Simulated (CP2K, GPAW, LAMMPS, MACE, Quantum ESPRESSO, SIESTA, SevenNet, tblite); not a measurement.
## Glassy 84SiO2-16BaO (mol %) (71 atoms) in GPAW

How do the settings of GPAW change the result for glassy 84SiO2-16BaO (mol %) (71 atoms)? A plane-wave run serves as the yardstick.

Main program and level: GPAW 26.7.0; the method is named at each step.

## (1) Set-up

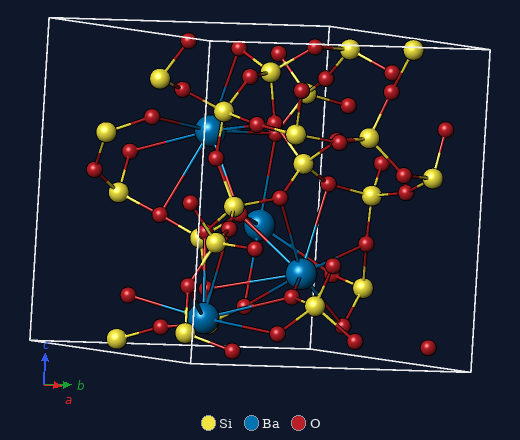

The cell as given, slightly off an axis (silicon yellow, barium blue, oxygen red). Bonds to atoms that aren't drawn are left out.

The cell holds 71 atoms: 21 Si, 4 Ba and 46 O. Cell: a = 10.072 Å, b = 10.072 Å, c = 10.072 Å, α = 90.0°, β = 90.0°, γ = 90.0°. 71 atoms (21 Si, 4 Ba, 46 O) placed at random at 2.83 g/cm³, melted at 4000 K for 10 ps at fixed volume with the Morse and Coulomb pair potential with partial charges (Pedone, Malavasi, Menziani, Cormack and Segre, J. Phys. Chem. B 110, 11780 (2006)). Quenched from 4000 K to 300 K at 200 K/ps and fixed volume, held 10 ps at zero pressure, then minimised at fixed cell.

The yardstick, on the same geometry:

* method: Kohn-Sham DFT, PBE, SSSP efficiency 1.3.0 pseudopotentials, plane waves (Quantum ESPRESSO 7.5); sssp-pbe-1.3.0-efficiency, cutoffs 60/480 Ry, Γ point
* r.m.s. force component: 0.9173 eV/Å
* longest force: 3.612 eV/Å
* pressure: 6.599 GPa
* gap (highest filled to lowest empty level): 3.058 eV
* time: 3.8 min on 4 MPI ranks of Arm Neoverse V1, shared host
* CPU time: 15 min

## (2) PBE, LCAO dzp, h 0.18 Å

Method: Kohn-Sham DFT, PBE, PAW, atomic orbitals (dzp).

run.py

```python
import numpy as np
from ase.io import read
from gpaw import GPAW, FermiDirac

atoms = read("structure.xyz")
atoms.calc = GPAW(
    mode="lcao",
    basis="dzp",
    h=0.18,
    xc="PBE",
    kpts={"size": (1, 1, 1), "gamma": True},
    occupations=FermiDirac(0.05),
    maxiter=200,
    symmetry={"point_group": False},
    txt="gpaw.txt",
)
energy = atoms.get_potential_energy(force_consistent=True)
forces = atoms.get_forces()
print(f"energy {energy:.6f} eV")
print("forces (eV/A)")
for i, (a, f) in enumerate(zip(atoms, forces)):
    print(f"{i:4d} {a.symbol:2s} {f[0]:10.5f} {f[1]:10.5f} {f[2]:10.5f}")
print(f"Fermi level {atoms.calc.get_fermi_level():.4f} eV")
for k in range(len(atoms.calc.get_ibz_k_points())):
    for s in range(atoms.calc.get_number_of_spins()):
        e = atoms.calc.get_eigenvalues(kpt=k, spin=s)
        n = np.searchsorted(e, atoms.calc.get_fermi_level())
        print(f"k {k} spin {s} levels about the Fermi level:", np.round(e[max(n - 6, 0):n], 4).tolist(), "|", np.round(e[n:n + 6], 4).tolist())
```

structure.xyz

```xyz
71
Lattice="10.07216 0.00000 0.00000 0.00000 10.07216 0.00000 0.00000 0.00000 10.07216" Properties=species:S:1:pos:R:3 pbc="T T T"
Si 0.04391 3.08822 0.13195
Si 6.09990 3.51287 4.70974
Si 6.82328 0.16821 8.66337
Si 9.63050 7.58071 9.96237
Si 2.50293 4.90746 0.82934
Si 4.69604 8.15180 9.63906
Si 8.64252 5.16420 1.83031
Si 6.20062 2.89303 7.66773
Si 4.76927 5.30833 8.85393
Si 8.91960 0.40692 0.88212
Si 3.38173 3.93550 3.54288
Si 5.53395 6.24152 6.07492
Si 9.27183 3.75057 7.19616
Si 4.83645 9.16345 5.11082
Si 2.60960 0.78895 6.70766
Si 8.45528 6.85773 7.10611
Si 1.96901 8.25343 8.06941
Si 7.95318 9.51648 5.88184
Si 3.55326 9.78682 2.15121
Si 0.93490 2.32989 4.74792
Si 8.46958 1.57035 3.69930
Ba 5.96977 2.72925 1.19869
Ba 2.15413 4.78125 6.82892
Ba 1.13614 7.33283 3.87567
Ba 5.03386 6.68227 2.61997
O 1.68124 7.40928 6.77736
O 4.63118 5.64313 7.26495
O 2.08061 9.49734 2.45559
O 2.16330 3.14725 4.16151
O 9.21673 6.33942 0.79862
O 3.35927 4.94150 9.49503
O 4.00600 1.11751 1.73070
O 8.23087 0.80769 2.31408
O 9.44174 5.26653 3.15067
O 7.07469 5.21587 2.00083
O 5.98538 1.48605 8.30399
O 3.45153 4.23756 1.96578
O 4.26868 8.73286 0.98828
O 4.40456 9.31544 3.57844
O 5.86844 9.03735 9.01720
O 8.66911 8.05843 5.98609
O 4.82003 3.28000 3.82621
O 1.55282 1.05355 5.46969
O 5.72199 2.98408 6.17716
O 9.98131 3.45153 8.60696
O 5.73297 4.02101 8.75291
O 9.92380 2.15383 3.62779
O 0.08189 3.13667 5.99092
O 4.90172 7.54596 5.43846
O 8.57725 0.51539 4.92106
O 0.96914 7.75294 9.23113
O 5.22947 6.58467 9.71117
O 8.71222 7.40636 8.57967
O 7.67539 0.62125 9.92047
O 9.97547 1.52513 0.42656
O 3.88473 10.00266 6.06848
[... 11 atom lines left out ...]
O 9.27767 8.94911 0.68027
O 2.96232 2.19170 7.25034
O 8.85887 3.75349 0.94124
O 6.86972 6.61721 6.91021
```

Run with:

```sh
$ OMP_NUM_THREADS=1 python run.py > output.txt
```

Log:

```text
energy -500.359279 eV
forces (eV/A)
   0 Si   -1.77426    1.36097   -0.20425
   1 Si    0.40953    1.37482    1.83673
   2 Si    0.49061   -0.46516   -1.02095
   3 Si   -0.34615   -1.03834   -1.58188
   4 Si   -0.26956    1.03553    0.38936
   5 Si   -1.30971    0.13092   -0.00464
   6 Si    0.72572    0.22417   -0.43594
   7 Si    2.13700    1.48174   -0.89657
   8 Si    0.31090    1.18231   -0.52521
   9 Si   -0.09782    0.36590   -0.78600
  10 Si   -0.50989    1.71223    0.46330
  11 Si    2.11209   -0.44685    0.28596
  12 Si   -1.16227    0.53151    0.26074
  13 Si    0.10521    0.54260    0.27163
  14 Si    0.21582   -0.32295   -0.24555
  15 Si   -0.46638   -0.02524    0.45025
  16 Si   -0.08160    0.56428   -0.51749
  17 Si   -2.66659   -1.34153    0.81809
  18 Si    0.58739   -0.44107    0.16751
  19 Si    0.31323   -0.35549    2.57890
  20 Si   -0.68186   -0.23646    1.29385
  21 Ba   -0.34457   -0.46785    0.24155
  22 Ba    0.24725   -0.13624   -0.02658
  23 Ba    0.02073   -0.11396   -0.84104
[...]
63 O     0.39675   -1.22493    0.01112
  64 O     0.56715    0.40790   -0.51834
  65 O    -1.25050    0.75864    1.07571
  66 O     1.38608    0.42520    0.73682
  67 O     0.23859   -0.16639    1.42459
  68 O     0.98476    2.96653    1.18609
  69 O    -1.06988   -1.14947   -0.33936
  70 O    -0.39117    0.20365    0.83711
Fermi level 5.3309 eV
k 0 spin 0 levels about the Fermi level: [3.2859, 3.5031, 3.5733, 3.7817, 3.8569, 3.9197] | [6.8696, 7.9611, 8.2105, 8.3091, 8.3888, 8.482]
```

gpaw.txt:

```text
Input parameters:
  mode=LCAO(),
  basis={'default': 'dzp'},
  h=0.18,
  kpts=MonkhorstPack(size=(1, 1, 1), gamma=True),
  maxiter=200,
  occupations=Occupations(name='fermi-dirac', width=0.05, fixmagmom=False),
  symmetry=Symmetry(point_group=False),
  xc=XC(name='PBE')
Unit cell  # Å
| periodic |         x |         y |         z |   lengths |    angles |
|----------|-----------|-----------|-----------|-----------|-----------|
|      yes | 10.072160 |  0.000000 |  0.000000 | 10.072160 | 90.000000 |
|      yes |  0.000000 | 10.072160 |  0.000000 | 10.072160 | 90.000000 |
|      yes |  0.000000 |  0.000000 | 10.072160 | 10.072160 | 90.000000 |
Number of symmetries: 1
Symmetry operations  # r_c * U_cc + t_c -> r_c
|   | kind |            matrix            |
|---|------|------------------------------|
| 0 |  E   |  1, 0, 0,  0, 1, 0,  0, 0, 1 |
BZ-sampling:
  Number of BZ points: 1
  Number of IBZ points: 1
  Monkhorst-Pack size: [1, 1, 1]
  Monkhorst-Pack shift: [0, 0, 0]
[... lines left out ...]
Reference energy: -1144603.805151  # eV
eigensolver:
density mixing:
  MSR1-Mixer
occupation numbers:
  Fermi-Dirac:
    width: 0.0500  # eV
FastPoissonSolver using
    Stencil: 6*3+1=19 point O(h^6) finite-difference Laplacian
xc functional:
  name: PBE with 2 nearest neighbor stencil
interpolation: tri-quintic # 5. degree polynomial
Initialization done in: 9.855 s
convergence criteria:
- Maximum [total energy] change in last 3 cyles: 0.0005 eV / valence electron
- Maximum integral of absolute [dens]ity change: 0.0001 electrons / valence electron
- Maximum integral of absolute [eigenst]ate change: 4e-08 eV^2 / valence electron
maximum number of iterations: 200
SCF iterations
|iter     |      energy | eigst |  dens |
|---------|-------------|-------|-------|
|iter:   1| -549.093765 |      c|       |
|iter:   2| -536.609915 |      c| -0.79 |
|iter:   3| -499.868958 |      c| -0.84 |
|iter:   4| -500.222812 |      c| -1.45 |
|iter:   5| -500.399106 |      c| -1.75 |
|iter:   6| -500.360115c|      c| -2.18 |
|iter:   7| -500.359504c|      c| -3.04 |
|iter:   8| -500.359292c|      c| -3.43 |
|iter:   9| -500.359279c|      c| -4.00c|
Converged in 9 steps
SCF loop duration: 125.214 s (13.913 s/step)
Energy contributions relative to reference atoms: (reference = -1144603.805151)
Energy contributions:
  Kinetic:         657.199994
  Coulomb:        -555.381206
  Zero:              6.416583
  External:          0.000000
  Xc:             -608.594650
  Entropy:          -0.000000
  Spinorbit:         0.000000
  ----------------------------
  Free energy:    -500.359279
  Extrapolated:   -500.359279
dipole moment: (41.300966, 56.124162, 21.195175)  # |e|*Ang
Fermi level: 5.331
Eigenvalues  # (at kpt = [0.000, 0.000, 0.000])
| band index |      eig [eV] | occ [0-2] |
|------------|---------------|-----------|
|          0 |       -23.155 |     2.000 |
|        ... |               |           |
|        192 |         3.109 |     2.000 |
|        193 |         3.211 |     2.000 |
[...]
|        207 |         8.688 |     0.000 |
|        ... |               |           |
|        243 |        11.382 |     0.000 |
Gap: 2.950 eV
Transition (v -> c):
  (s=0, k=0, n=199, [0.00, 0.00, 0.00]) -> (s=0, k=0, n=200, [0.00, 0.00, 0.00])
No difference between direct/indirect transitions
Force computation time: 34.579  # s
timing:  # [seconds]
  Total:  169.678  # ━━━━━━━━━━━━━━━━━━━━━━━━━━━━━━━━━━━━━━━━━━━━━━━━━━━━━━━━
  Init:     9.854  # ━━━╸
  SCF:    125.214  # ━━━━━━━━━━━━━━━━━━━━━━━━━━━━━━━━━━━━━━━━━╸
  Forces:  34.579  # ━━━━━━━━━━━╸
```

It took 2.9 min on 1 thread of Arm Neoverse V1, shared host; peak memory 1.4 GiB.

Banners, paths, timers and routine set-up lines are dropped from the logs unmarked, and long logs keep their key lines alone; longer cuts are marked.

Compared with the plane-wave run:

```
r.m.s. force component                           : 1.172 eV/Å
r.m.s. difference of force components            : 303.8 meV/Å
longest difference of force vectors              : 977.2 meV/Å
force difference over r.m.s. force               : 33.12 %
slope of forces against the reference's          : 1.261
correlation of force components                  : 0.9872
gap (highest filled to lowest empty level) : 2.95 eV
gap difference                                   : -0.1084 eV
```

This run lies far from the reference in forces at the same functional.

Length of the force difference by element (eV/Å):

```
element  atoms   mean  most
     Ba      4  0.088  0.16
      O     46   0.59  0.98
     Si     21   0.19  0.39
```

Levels nearest the highest filled one (eV from it): -0.63, -0.42, -0.35, -0.14, -0.06, 0.00, 2.95, 4.04, 4.29, 4.39, 4.47, 4.56.

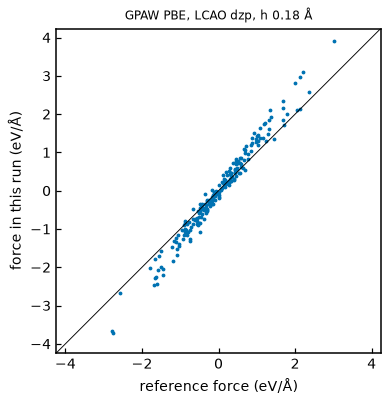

Force components against those of the reference; the line marks equality.

A closer look about Ba22, one of the 4 Ba atoms: 11 atoms, nearest first, numbered in the order of the input, with positions taken from that point.

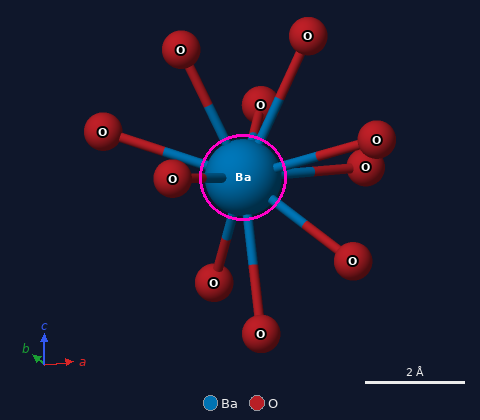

The atoms of the table, within 3.2 Å (arrows a, b, c point along x, y, z); some may hide others; the central atom is ringed.

```
atom      x      y      z  distance (Å)     Fx     Fy  Fz (eV/Å)
Ba22   0.00   0.00   0.00          0.00  -0.34  -0.47       0.24
 O32  -1.96  -1.61   0.53          2.60   2.00   3.92      -1.08
 O35   1.10   2.49   0.80          2.84  -3.66  -0.14      -0.09
 O46  -0.24   1.29  -2.52          2.84   0.73  -0.76       1.63
 O42  -1.15   0.55   2.63          2.92   0.30  -2.26      -1.99
 O54   1.71  -2.11  -1.35          3.03  -0.25   1.17       1.36
 O37  -2.52   1.51   0.77          3.03   2.34  -2.03      -0.86
 O70   2.89   1.02  -0.26          3.08  -1.07  -1.15      -0.34
 O33   2.26  -1.92   1.12          3.17  -1.32  -0.69      -0.59
 O59   1.36  -0.05   2.88          3.18   0.23   0.14      -0.94
 O36   0.02  -1.24  -2.97          3.22  -2.19  -0.60       1.29
```

Atoms are counted from 1 here, from 0 in the log.

Forces lie 33 % from the reference's, at 0.19 times its CPU time (on 1 against 4 cores).

The difference per atom is largest on O (0.59 eV/Å on average, against 0.19 on Si).

## (3) PBE, LCAO dzp, h 0.16 Å

Method: Kohn-Sham DFT, PBE, PAW, atomic orbitals (dzp).

run.py: that of step 2 with these lines changed.

```diff
@@ -8,3 +8,3 @@
     basis="dzp",
-    h=0.18,
+    h=0.16,
     xc="PBE",
```

structure.xyz is that of step 2.

Log:

```text
energy -503.527224 eV
forces (eV/A)
   0 Si   -1.77536    1.37062   -0.20272
   1 Si    0.40581    1.38005    1.83068
   2 Si    0.49122   -0.46339   -1.01902
   3 Si   -0.34246   -1.03425   -1.58112
   4 Si   -0.27376    1.02754    0.38946
   5 Si   -1.31498    0.12593   -0.00378
[...]
68 O     0.95863    2.93552    1.23185
  69 O    -1.07080   -1.16638   -0.33053
  70 O    -0.41803    0.18170    0.81806
Fermi level 5.3264 eV
k 0 spin 0 levels about the Fermi level: [3.2839, 3.5012, 3.5718, 3.78, 3.8555, 3.9181] | [6.8709, 7.9605, 8.2101, 8.3086, 8.3886, 8.4816]
```

gpaw.txt:

```text
Input parameters:
  mode=LCAO(),
  basis={'default': 'dzp'},
  h=0.16,
  kpts=MonkhorstPack(size=(1, 1, 1), gamma=True),
  maxiter=200,
  occupations=Occupations(name='fermi-dirac', width=0.05, fixmagmom=False),
[... lines left out ...]
  Fermi-Dirac:
[... lines left out ...]
convergence criteria:
- Maximum [total energy] change in last 3 cyles: 0.0005 eV / valence electron
[... lines left out ...]
Converged in 9 steps
[... lines left out ...]
  Free energy:    -503.527224
[... lines left out ...]
Fermi level: 5.326
[... lines left out ...]
|        ... |               |           |
|        243 |        11.381 |     0.000 |
Gap: 2.953 eV
Transition (v -> c):
  (s=0, k=0, n=199, [0.00, 0.00, 0.00]) -> (s=0, k=0, n=200, [0.00, 0.00, 0.00])
No difference between direct/indirect transitions
Force computation time: 49.230  # s
timing:  # [seconds]
  Total:  240.885  # ━━━━━━━━━━━━━━━━━━━━━━━━━━━━━━━━━━━━━━━━━━━━━━━━━━━━━━━━
  Init:    12.080  # ━━━
  SCF:    179.547  # ━━━━━━━━━━━━━━━━━━━━━━━━━━━━━━━━━━━━━━━━━╸
  Forces:  49.230  # ━━━━━━━━━━━╸
```

Elapsed: 4 min, on 1 thread; peak memory 2 GiB.

Numbers from this run, and their distance from the reference:

```
r.m.s. force component                           : 1.173 eV/Å
r.m.s. difference of force components            : 305 meV/Å
longest difference of force vectors              : 977.6 meV/Å
force difference over r.m.s. force               : 33.25 %
slope of forces against the reference's          : 1.263
correlation of force components                  : 0.9873
gap (highest filled to lowest empty level) : 2.953 eV
gap difference                                   : -0.1055 eV
energy less the same-level run's                 : -44.62 meV/atom
r.m.s. force difference from the same-level run  : 17.33 meV/Å
```

This run lies far from the reference in forces at the same functional.

Against the first run (33 %), the force difference from the reference is 33 %, at 1.4 times the CPU time: the change moves forces by 17 meV/Å r.m.s., so most of the difference comes from elsewhere.

The difference per atom is largest on O (0.59 eV/Å on average, against 0.19 on Si).

## (4) PBE, LCAO sz(dzp), h 0.18 Å

Method: Kohn-Sham DFT, PBE, PAW, atomic orbitals (sz(dzp)).

run.py: that of step 3 with these lines changed.

```diff
@@ -7,4 +7,4 @@
     mode="lcao",
-    basis="dzp",
-    h=0.16,
+    basis="sz(dzp)",
+    h=0.18,
     xc="PBE",
```

structure.xyz is that of step 3.

Log:

```text
energy -379.369337 eV
forces (eV/A)
   0 Si   -0.31447    0.75651   -0.69766
   1 Si    1.32984    0.64106    0.83868
   2 Si    0.15124   -1.17539   -0.68755
   3 Si   -0.18562   -0.98334   -0.44625
   4 Si   -0.73803   -1.12589   -1.21722
   5 Si   -0.55317    0.71500   -0.28946
[...]
68 O     1.45183    6.40285    2.04413
  69 O    -2.38850   -1.60634   -0.18731
  70 O    -0.55886    0.16633    1.07166
Fermi level 6.3522 eV
k 0 spin 0 levels about the Fermi level: [4.5214, 4.7351, 4.9046, 5.1477, 5.2333, 5.2595] | [7.417, 8.8523, 8.9679, 9.1528, 9.2684, 9.3947]
```

gpaw.txt:

```text
Input parameters:
  mode=LCAO(),
  basis={'default': 'sz(dzp)'},
  h=0.18,
  kpts=MonkhorstPack(size=(1, 1, 1), gamma=True),
  maxiter=200,
  occupations=Occupations(name='fermi-dirac', width=0.05, fixmagmom=False),
[... lines left out ...]
  Fermi-Dirac:
[... lines left out ...]
convergence criteria:
- Maximum [total energy] change in last 3 cyles: 0.0005 eV / valence electron
[... lines left out ...]
Converged in 10 steps
[... lines left out ...]
  Free energy:    -379.369337
[... lines left out ...]
Fermi level: 6.352
[... lines left out ...]
|        ... |               |           |
|        243 |        12.932 |     0.000 |
Gap: 2.158 eV
Transition (v -> c):
  (s=0, k=0, n=199, [0.00, 0.00, 0.00]) -> (s=0, k=0, n=200, [0.00, 0.00, 0.00])
No difference between direct/indirect transitions
Force computation time: 9.208  # s
timing:  # [seconds]
  Total:  61.949  # ━━━━━━━━━━━━━━━━━━━━━━━━━━━━━━━━━━━━━━━━━━━━━━━━━━━━━━━━━
  Init:    7.458  # ━━━━━━━
  SCF:    45.257  # ━━━━━━━━━━━━━━━━━━━━━━━━━━━━━━━━━━━━━━━━━╸
  Forces:  9.208  # ━━━━━━━━╸
```

Elapsed: 63 s, on 1 thread; peak memory 1.1 GiB.

Compared with the plane-wave run:

- r.m.s. force component: 1.742 eV/Å
- r.m.s. difference of force components: 1066 meV/Å
- longest difference of force vectors: 4679 meV/Å
- force difference over r.m.s. force: 116.3 %
- slope of forces against the reference's: 1.628
- correlation of force components: 0.8571
- gap (highest filled to lowest empty level): 2.158 eV
- gap difference: -0.9008 eV

This is a coarse setting, run to see what it loses.

Against the first run (33 %), the force difference from the reference is 116 %, at 0.37 times the CPU time, with 320 basis functions against 987: the smaller basis costs accuracy.

## (5) The ladder

Differences are against the plane-wave reference, forces as r.m.s. over components; share is that over the reference's r.m.s. force, slope the least-squares factor from reference forces to these. Total energies of different programs have different zeros and aren't compared.

```
                                      run  Δ force, r.m.s. (meV/Å)  share (%)  slope  Δ gap (eV)  cores  CPU time  memory (GiB)
                                reference                        -          -      -           -      4    15 min           3.1
             GPAW PBE, LCAO dzp, h 0.18 Å                      304       33.1  1.261      -0.108      1   2.9 min           1.4
             GPAW PBE, LCAO dzp, h 0.16 Å                      305       33.2  1.263      -0.105      1     4 min           2.0
GPAW PBE, LCAO sz(dzp), h 0.18 Å (coarse)                     1066        116  1.628      -0.901      1      63 s           1.1
```

Rows marked coarse were listed beforehand as settings not expected to be converged; some can still land near the reference.

CPU time is summed over cores on a shared host, where runs went side by side, so it is rough. Symmetry, cutoffs, thresholds, outputs and thread counts weren't matched or tuned between programs; memory under MPI is the largest rank's times the ranks.

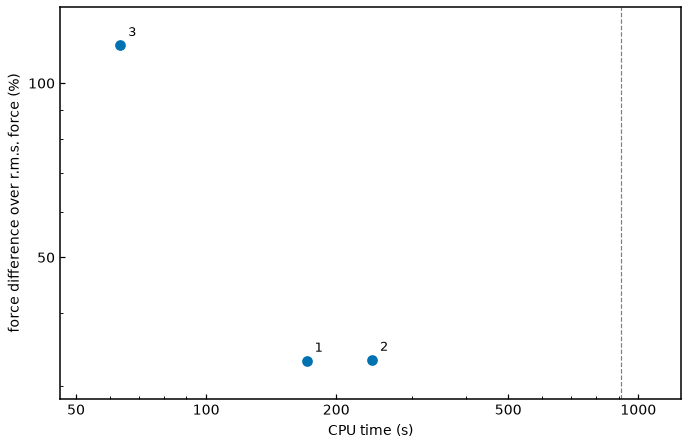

Force difference against CPU time; the dashed line marks the reference's time. Points: 1 GPAW PBE, LCAO dzp, h 0.18 Å; 2 GPAW PBE, LCAO dzp, h 0.16 Å; 3 GPAW PBE, LCAO sz(dzp), h 0.18 Å.

Within one program, basis, potentials and functional, energies share a zero. Each run against its twin at the usual cutoff or grid and solver:

```
                         run                twin  Δ energy (meV/atom)  Δ force, r.m.s. (meV/Å)  CPU time over the twin's
GPAW PBE, LCAO dzp, h 0.16 Å  LCAO dzp, h 0.18 Å                -44.6                     17.3                       1.4
```

## (6) Outcome

```
nearest in forces : a tie at 33 % of 2 runs: GPAW PBE, LCAO dzp, h 0.18 Å; GPAW PBE, LCAO dzp, h 0.16 Å
```

What this shows: The PBE runs in local orbitals, coarse settings apart, differ by 33 % in each run; basis, grid and potentials can all enter. Runs with settings chosen to be coarse differ by 116 % (GPAW PBE, LCAO sz(dzp), h 0.18 Å), their programs' other errors included. Of the electronic-structure runs that take under half the reference's CPU time, GPAW PBE, LCAO dzp, h 0.18 Å is among the nearest, at 33 % in 2.9 min against 15 min. GPAW PBE, LCAO dzp, h 0.16 Å stiffens the forces by a factor of 1.26 while following their directions (correlation 0.987); the difference isn't even, but is largest on one element. At the same functional, gaps differ from the reference's 3.06 eV by between -0.90 and -0.11 eV. The quench rate of 200 K/ps is many orders above laboratory rates, so the cell is likely richer in defects and strain than a real sample. The network of bonds at the start is that of the classical potential that made the cell, and needn't be the one that DFT or experiment would give. The reference's pressure of 6.6 GPa belongs to a cell and atoms that aren't relaxed at this level. The electronic-structure runs sample only Γ, in a cell whose shortest periodic width is 10 Å. Spin–orbit coupling is left out, which matters for the levels of the heavy elements.

[Also dropped from logs without a mark: logging warnings of Python, and SIESTA's first energy breakdown and zero terms.]

[Logs are printed without paths, hosts, clocks, repeated set-up lines and the standing remarks that a program may print on its own settings, such as how far it seeks lower states.]

[Hosts, paths, dates, database ids (printed as entryN), source tags and the programs' standing remarks are cut or masked in the printed files.]
